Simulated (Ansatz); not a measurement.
**Run report: SiNH$_{7}$O, nudged elastic band**

SiNH$_{7}$O, computed with RKS CAM-B3LYP-D4/cc-pVDZ (Ansatz 0.2.0).

Figures and captions count atoms from 1; the log counts them from 0 in places.

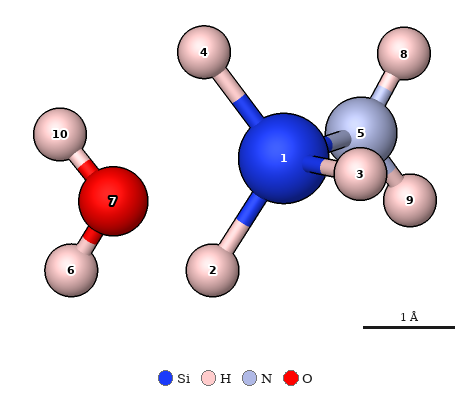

Fig. 1: The structure as given in the input (ball-and-stick view, seen at a tilt; atoms are numbered from 1 in the order of the input).

### Input file
```yaml
crystal:
  periodic: [false, false, false]
  atoms:
    - {symbol: Si, position_ang: [-0.230697, -0.185112, 0.395502]}
    - {symbol: H, position_ang: [1.115079, -0.725614, 0.072057]}
    - {symbol: H, position_ang: [-1.226075, -0.792933, -0.529879]}
    - {symbol: H, position_ang: [-0.274706, 1.292128, 0.244130]}
    - {symbol: N, position_ang: [-0.491297, -0.507773, 2.072999]}
    - {symbol: H, position_ang: [1.473300, 0.266361, -2.450870]}
    - {symbol: O, position_ang: [0.579761, 0.617667, -2.455626]}
    - {symbol: H, position_ang: [-1.278709, -0.082832, 2.536911]}
    - {symbol: H, position_ang: [-0.346665, -1.442703, 2.420548]}
    - {symbol: H, position_ang: [0.680108, 1.560714, -2.305773]}
basis:
  gaussian: {orbitals: cc-pVDZ}
hamiltonian: {xc: {name: CAM-B3LYP}, dispersion: d4}
neb:
  images: 4
  climbing: true
  max_iterations: 25
  initial_path: idpp
  f_tol: 0.02
  final_atoms:
    - {symbol: Si, position_ang: [-0.901289, 0.429855, -0.149359]}
    - {symbol: H, position_ang: [1.992045, -2.102599, -0.893743]}
    - {symbol: H, position_ang: [-1.572682, -0.724362, -0.785416]}
    - {symbol: H, position_ang: [-1.818579, 1.579690, 0.069730]}
    - {symbol: N, position_ang: [-0.345353, 0.014619, 1.407496]}
    - {symbol: H, position_ang: [1.700385, -1.449200, -1.110872]}
    - {symbol: O, position_ang: [0.260803, 0.818741, -1.256208]}
    - {symbol: H, position_ang: [-0.355736, 0.665222, 2.173085]}
    - {symbol: H, position_ang: [0.214873, -0.798230, 1.599424]}
    - {symbol: H, position_ang: [0.825633, 1.566165, -1.054134]}
```

Hardware: 2 threads of Arm Neoverse V2, 23 GiB of memory available, shared host.

Run as:
```bash
ansatz run in.yaml --threads 2 --pin off --events-out ev --progress --plain --max-ram 4352MiB
```

### Log
```
Functional definition: CAM-B3LYP
  name "CAM-B3LYP"
  cite "Yanai, Tew & Handy, Chem. Phys. Lett. 393, 51 (2004) doi:10.1016/j.cplett.2004.06.011"
  cite "Iikura, Tsuneda, Yanai & Hirao, J. Chem. Phys. 115, 3540 (2001) doi:10.1063/1.1383587"
  cite "Becke, Phys. Rev. A 38, 3098 (1988) doi:10.1103/PhysRevA.38.3098"
  cite "Lee, Yang & Parr, Phys. Rev. B 37, 785 (1988) doi:10.1103/PhysRevB.37.785"
  cite "Vosko, Wilk & Nusair, Can. J. Phys. 58, 1200 (1980) doi:10.1139/p80-159"
  parameter alpha = 0.19
  parameter beta = 0.46
  parameter omega = 0.33/bohr
  parameter ac = 0.81
  # Exact exchange under (alpha + beta erf(omega r))/r, Becke's under what is left of 1/r.
  exchange = (1 - alpha - beta)*b88_x + beta*b88_x_sr(omega) + alpha*exact_x + beta*exact_x_lr(omega)
  correlation = (1 - ac)*vwn5_c + ac*lyp_c
878 factors; integrals over basis functions are off by at most 4.0e-4 eV
298 factors; integrals over basis functions are off by at most 1.9e-6 eV
mean field evaluation 1: about -11520.7288 eV, gradient 6.1e1 eV
mean field evaluation 2: about -11518.4648 eV, gradient 7.0e1 eV
mean field evaluation 4: about -11527.5168 eV, gradient 5.3e-1 eV
mean field evaluation 8: about -11527.5331 eV, gradient 6.0e-2 eV
mean field -11527.53314354 eV, -423.6290293826 hartree, gradient 5.8e-5 eV, S^2 0.000000; 0 other end points of the search recorded, 0 dependent functions left out
the calculation of the forces begins
reference -11527.53326676 eV, -423.6290339107 hartree; 18, 18 occupied and 63, 63 virtual orbitals, 878 factors
879 factors; integrals over basis functions are off by at most 1.1e-3 eV
298 factors; integrals over basis functions are off by at most 4.3e-6 eV
mean field evaluation 16: about -11521.3846 eV, gradient 6.2e1 eV
mean field -11528.16839449 eV, -423.6523744242 hartree, gradient 8.8e-6 eV, S^2 0.000000; 0 other end points of the search recorded, 0 dependent functions left out
[... from here on the field's lines of each further geometry are left out, up to the last ...]
WARN: NEB end point (image 0): max|allowed force component| = 5.031e-1 eV/Å (the criterion of neb.relax_end_points is 1.000e-2). That is over neb.f_tol: it is no minimum, so the barrier can be far off. Relax it first
WARN: NEB end point (image 5): max|allowed force component| = 8.700e-1 eV/Å (the criterion of neb.relax_end_points is 1.000e-2). That is over neb.f_tol: it is no minimum, so the barrier can be far off. Relax it first
NEB iter   1: max|band force component| = 4.506e0 eV/Å  barrier→ = 5.8399 eV  barrier← = 6.4886 eV  Δτ_max = 0.2000 Å  (154 SCF iters)
NEB iter   2: max|band force component| = 3.500e0 eV/Å  barrier→ = 3.8936 eV  barrier← = 4.5422 eV  Δτ_max = 0.2000 Å  (121 SCF iters)
NEB iter   3: max|band force component| = 9.566e0 eV/Å  barrier→ = 2.2833 eV  barrier← = 2.9320 eV  Δτ_max = 0.1002 Å  (119 SCF iters)
NEB iter   4: max|band force component| = 1.562e0 eV/Å  barrier→ = 1.7722 eV  barrier← = 2.4209 eV  Δτ_max = 0.2000 Å  (110 SCF iters)
NEB iter   5: max|band force component| = 1.537e0 eV/Å  barrier→ = 1.1458 eV  barrier← = 1.7944 eV  Δτ_max = 0.2000 Å  (110 SCF iters)
NEB iter   6: max|band force component| = 1.513e0 eV/Å  barrier→ = 0.8402 eV  barrier← = 1.4888 eV  Δτ_max = 0.0977 Å  (107 SCF iters)
NEB iter   7: max|band force component| = 6.160e-1 eV/Å  barrier→ = 0.7124 eV  barrier← = 1.3611 eV  CI = image 2  Δτ_max = 0.2000 Å  (104 SCF iters)
NEB iter   8: max|band force component| = 1.056e0 eV/Å  barrier→ = 1.0711 eV  barrier← = 1.7198 eV  CI = image 2  Δτ_max = 0.2000 Å  (108 SCF iters)
NEB iter   9: max|band force component| = 1.826e0 eV/Å  barrier→ = 1.5116 eV  barrier← = 2.1602 eV  CI = image 2  Δτ_max = 0.0997 Å  (108 SCF iters)
NEB iter  10: max|band force component| = 1.094e0 eV/Å  barrier→ = 1.4870 eV  barrier← = 2.1356 eV  CI = image 2  Δτ_max = 0.1915 Å  (106 SCF iters)
NEB iter  11: max|band force component| = 5.323e-1 eV/Å  barrier→ = 1.4292 eV  barrier← = 2.0778 eV  CI = image 2  Δτ_max = 0.1022 Å  (105 SCF iters)
NEB iter  12: max|band force component| = 4.305e-1 eV/Å  barrier→ = 1.3997 eV  barrier← = 2.0483 eV  CI = image 2  Δτ_max = 0.0795 Å  (103 SCF iters)
NEB iter  13: max|band force component| = 1.495e-1 eV/Å  barrier→ = 1.3817 eV  barrier← = 2.0303 eV  CI = image 2  Δτ_max = 0.1887 Å  (103 SCF iters)
NEB iter  14: max|band force component| = 3.365e-1 eV/Å  barrier→ = 1.3690 eV  barrier← = 2.0177 eV  CI = image 2  Δτ_max = 0.0857 Å  (99 SCF iters)
NEB iter  15: max|band force component| = 2.664e-1 eV/Å  barrier→ = 1.3628 eV  barrier← = 2.0115 eV  CI = image 2  Δτ_max = 0.0761 Å  (98 SCF iters)
NEB iter  16: max|band force component| = 2.274e-1 eV/Å  barrier→ = 1.3650 eV  barrier← = 2.0136 eV  CI = image 2  Δτ_max = 0.0518 Å  (101 SCF iters)
NEB iter  17: max|band force component| = 9.525e-2 eV/Å  barrier→ = 1.3580 eV  barrier← = 2.0066 eV  CI = image 2  Δτ_max = 0.0960 Å  (98 SCF iters)
NEB iter  18: max|band force component| = 1.586e-1 eV/Å  barrier→ = 1.3568 eV  barrier← = 2.0054 eV  CI = image 2  Δτ_max = 0.0476 Å  (92 SCF iters)
NEB iter  19: max|band force component| = 7.281e-2 eV/Å  barrier→ = 1.3564 eV  barrier← = 2.0050 eV  CI = image 2  Δτ_max = 0.0959 Å  (89 SCF iters)
NEB iter  20: max|band force component| = 2.757e-1 eV/Å  barrier→ = 1.3562 eV  barrier← = 2.0049 eV  CI = image 2  Δτ_max = 0.0489 Å  (94 SCF iters)
NEB iter  21: max|band force component| = 2.929e-2 eV/Å  barrier→ = 1.3561 eV  barrier← = 2.0047 eV  CI = image 2  Δτ_max = 0.0101 Å  (93 SCF iters)
the calculation of the forces begins
reference -11528.14355442 eV, -423.6514615687 hartree; 18, 18 occupied and 63, 63 virtual orbitals, 879 factors
these checks for a lower state are left out or cut short: stability, starts, cluster_reference, orbital_swaps, neighbouring_geometries, increment
879 factors; integrals over basis functions are off by at most 1.2e-3 eV
298 factors; integrals over basis functions are off by at most 9.4e-7 eV
mean field -11526.16358256 eV, -423.5786989446 hartree, gradient 2.7e-6 eV, S^2 0.000000; 0 other end points of the search recorded, 0 dependent functions left out
the calculation of the forces begins
reference -11526.16370262 eV, -423.5787033567 hartree; 18, 18 occupied and 63, 63 virtual orbitals, 879 factors
NEB iter  22: max|band force component| = 1.533e-2 eV/Å  barrier→ = 1.3560 eV  barrier← = 2.0047 eV  CI = image 2  CI's point: of a kind that is not told: the force calls were inconclusive, a negative curvature could not be distinguished from the path's own, the only one lies far off the path, or fixed occupations may fill a level only in part  Δτ_max = 0.0000 Å  (903 SCF iters)
```

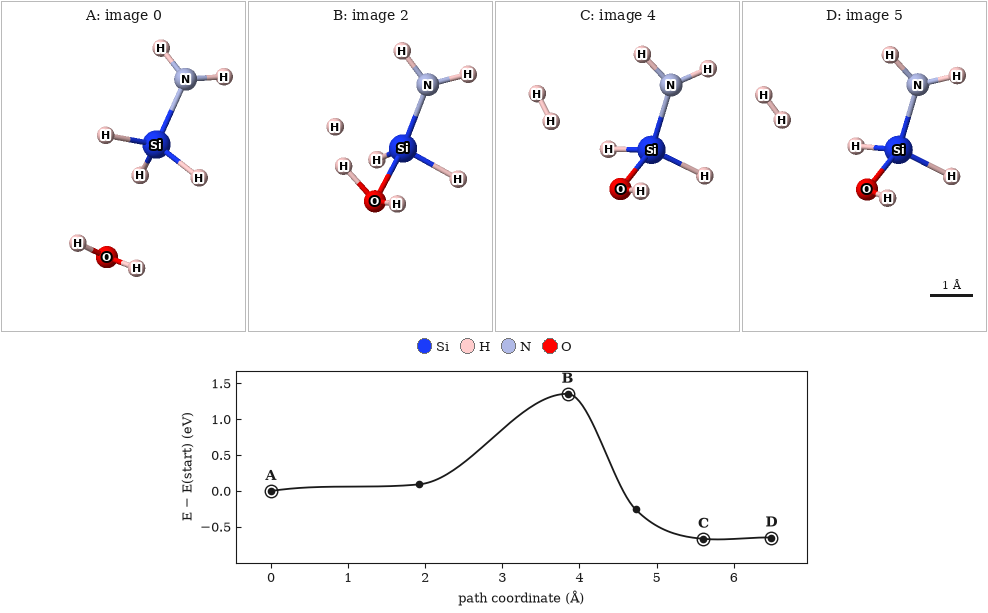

Fig. 2: Images of the last band (counted from 0; ball-and-stick, seen at a tilt) above the energy along the path; the line is a cubic interpolation that uses the forces. The highest image is number 2, 1.356 eV above the start and 2.005 eV above the end (the climbing image); the end lies 0.649 eV below the start. The path is 6.49 Å long. The band converged in 22 iterations. The end points carry forces over 0.1 eV/Å, so they aren't fully relaxed minima and the barriers are approximate.

```
Total energy: -11526.28061657 eV, -423.5829998654 hartree
Atom 0 at    -0.544610    -0.053791    -0.215585 Å, force    -0.001452     0.000189     0.005209 eV/Å
Atom 1 at     0.797381    -1.244286    -0.471120 Å, force     0.001771     0.001864    -0.004278 eV/Å
Atom 2 at    -1.463238    -0.965635    -0.954293 Å, force     0.003100    -0.001757     0.000456 eV/Å
Atom 3 at    -1.286844     1.265116    -0.206769 Å, force     0.001840     0.002833     0.000641 eV/Å
Atom 4 at    -0.160690    -0.137030     1.467247 Å, force    -0.005162     0.002458    -0.004950 eV/Å
Atom 5 at     1.171160    -0.342100    -1.082968 Å, force     0.001965    -0.001857     0.001036 eV/Å
Atom 6 at     0.746850     0.641610    -1.433465 Å, force    -0.003478    -0.003519    -0.002092 eV/Å
Atom 7 at    -0.738840     0.374074     2.127152 Å, force     0.000630     0.000920     0.002017 eV/Å
Atom 8 at     0.264019    -0.964475     1.871446 Å, force     0.001329    -0.000145    -0.002368 eV/Å
Atom 9 at     1.214909     1.426419    -1.101646 Å, force    -0.000542    -0.000987     0.004328 eV/Å
Dipole moment:     0.242315     0.243115     0.270281 e Å
```

### The last band as extended XYZ (Å, eV, eV/Å)
```
10
Properties=species:S:1:pos:R:3:forces:R:3 image=0 energy=-11527.63651
Si   -0.2307   -0.1851    0.3955    0.0363   0.0651  -0.4669
H     1.1151   -0.7256    0.0721    0.1246  -0.0368  -0.0274
H    -1.2261   -0.7929   -0.5299   -0.0919  -0.0554  -0.0936
H    -0.2747    1.2921    0.2441    0.0074   0.1316  -0.0107
N    -0.4913   -0.5078    2.0730    0.2164   0.1235   0.2888
H     1.4733    0.2664   -2.4509    0.3435  -0.0247   0.0384
O     0.5798    0.6177   -2.4556   -0.5031  -0.3018  -0.0629
H    -1.2787   -0.0828    2.5369   -0.2890   0.1173   0.1482
H    -0.3467   -1.4427    2.4205    0.0154  -0.3269   0.1105
H     0.6801    1.5607   -2.3058    0.1403   0.3082   0.0756
10
Properties=species:S:1:pos:R:3:forces:R:3 image=1 energy=-11527.54312
Si   -0.5793   -0.3321    0.1406   -0.0070  -0.0156   0.0234
H     0.6713   -0.9298   -0.4171   -0.0124   0.0224   0.0059
H    -1.7148   -1.1563   -0.3878   -0.0178  -0.0128   0.0423
H    -0.8179    1.0783   -0.2697    0.0422  -0.0098  -0.0091
N    -0.3133   -0.3028    1.8622   -0.0023  -0.0199   0.0368
H     1.4317    0.1246   -1.8459    0.0239   0.0389  -0.0601
O     1.1299    0.9356   -2.2768    0.0360   0.0179  -0.0666
H    -1.0012    0.1552    2.4523   -0.0388  -0.0103   0.0226
H     0.0064   -1.1589    2.3057   -0.0309  -0.0209   0.0370
H     1.1872    1.5861   -1.5635    0.0071   0.0101  -0.0320
10
Properties=species:S:1:pos:R:3:forces:R:3 image=2 energy=-11526.28050
Si   -0.5446   -0.0538   -0.2156   -0.0015   0.0002   0.0052
H     0.7974   -1.2443   -0.4711    0.0018   0.0019  -0.0043
H    -1.4632   -0.9656   -0.9543    0.0031  -0.0018   0.0005
H    -1.2868    1.2651   -0.2068    0.0018   0.0028   0.0006
N    -0.1607   -0.1370    1.4672   -0.0052   0.0025  -0.0050
H     1.1712   -0.3421   -1.0830    0.0020  -0.0019   0.0010
O     0.7469    0.6416   -1.4335   -0.0035  -0.0035  -0.0021
H    -0.7388    0.3741    2.1272    0.0006   0.0009   0.0020
H     0.2640   -0.9645    1.8714    0.0013  -0.0001  -0.0024
H     1.2149    1.4264   -1.1016   -0.0005  -0.0010   0.0043
10
Properties=species:S:1:pos:R:3:forces:R:3 image=3 energy=-11527.89158
Si   -0.6165    0.2470   -0.2830   -0.0960   0.3832  -0.0764
H     1.0686   -1.5330   -0.4817    0.3793  -0.3482  -0.0678
H    -1.3144   -0.8664   -0.9895    0.1850   0.0972   0.0010
H    -1.4983    1.4283   -0.1791   -0.3287   0.1769   0.1109
N    -0.1890   -0.0544    1.3746    0.0306   0.0810  -0.1138
H     1.2914   -0.9112   -0.8863    0.1244  -0.6940   0.2033
O     0.6288    0.7394   -1.3439   -0.2463   0.1778   0.1038
H    -0.7601    0.4179    2.0695    0.0498  -0.0002  -0.0368
H     0.1900   -0.9189    1.7481    0.0135   0.0362  -0.1873
H     1.1996    1.4513   -1.0289   -0.1117   0.0901   0.0631
10
Properties=species:S:1:pos:R:3:forces:R:3 image=4 energy=-11528.30322
Si   -0.7375    0.4282   -0.3084   -0.0187   0.0209   0.0010
H     1.4431   -2.0200   -0.4442    0.0531  -0.0552  -0.0051
H    -1.3787   -0.7129   -1.0172   -0.0097   0.0184  -0.0017
H    -1.6609    1.5987   -0.2222   -0.0259   0.0173   0.0057
N    -0.2598    0.1255    1.3283   -0.0043   0.0167  -0.0046
H     1.4768   -1.3363   -0.7865    0.0233  -0.0465   0.0027
O     0.5940    0.7558   -1.2872   -0.0112   0.0099   0.0068
H    -0.8365    0.4950    2.0767   -0.0023   0.0001   0.0053
H     0.1627   -0.7578    1.5964    0.0051   0.0136  -0.0226
H     1.1969    1.4236   -0.9357   -0.0095   0.0046   0.0123
10
Properties=species:S:1:pos:R:3:forces:R:3 image=5 energy=-11528.28516
Si   -0.7768    0.5344   -0.3610   -0.8700  -0.0101   0.0530
H     1.8044   -2.4111   -0.3448    0.1173  -0.5584   0.2513
H    -1.4620   -0.5636   -1.0770   -0.0650  -0.0835  -0.0778
H    -1.5407    1.8098   -0.3979   -0.0869   0.1308  -0.0019
N    -0.6268    0.1654    1.2963   -0.0879  -0.0644   0.1939
H     1.6639   -1.7425   -0.6487   -0.1176   0.6024  -0.2610
O     0.6357    0.6807   -1.2037    0.7487  -0.1878  -0.6363
H    -0.7018    0.8666    2.0119   -0.0064   0.2518   0.2654
H    -0.2448   -0.6986    1.6412    0.1490  -0.3032   0.1195
H     1.2491    1.3587   -0.9163    0.2188   0.2224   0.0941
```

### Key numbers

| quantity | value |
| --- | --- |
| outcome | converged |
| barrier, forward | 1.356 eV |
| barrier, backward | 2.005 eV |
| dipole moment (one image of the band) | 2.10 D |
| wall time | 3 min (CPU time 5.5 min) |
| peak memory | 0.42 GiB |
